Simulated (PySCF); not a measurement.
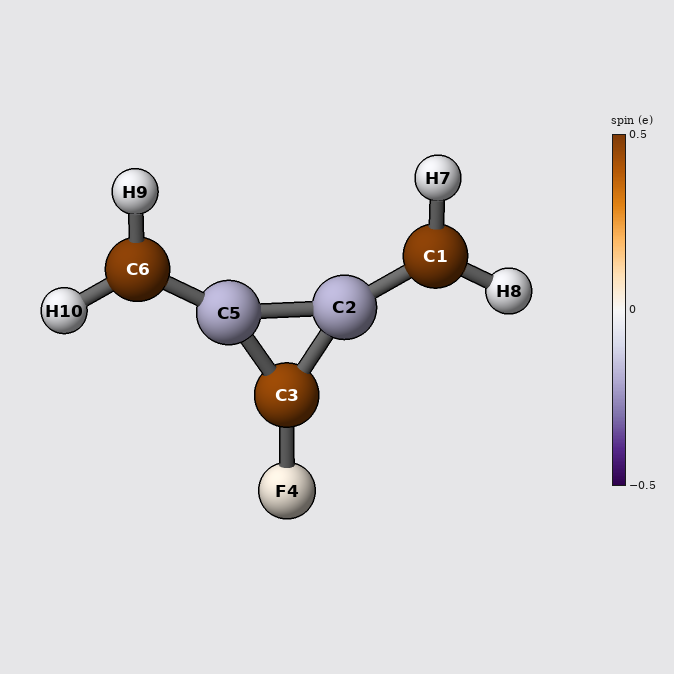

Atoms are coloured by their Mulliken spin populations. State: neutral, doublet. Computed geometry: GFN2-xTB optimisation. No frequency run is at hand to confirm it as a minimum. Method: UKS B3LYP, pcH-1 on C F H, non-relativistic (PySCF 2.14.0).

Which atom carries the largest spin population?

C1, C6 (0.48 e).

Which atom has the lowest spin population?

C2, C5 (−0.18 e); a negative value comes from spin polarisation.

List the Mulliken spin populations.

```
atom  value (e)
  C1       0.48
  C2      −0.18
  C3       0.45
  F4       0.04
  C5      −0.18
  C6       0.48
  H7      −0.02
  H8      −0.02
  H9      −0.02
 H10      −0.02
```

Mulliken values depend strongly on the basis set.
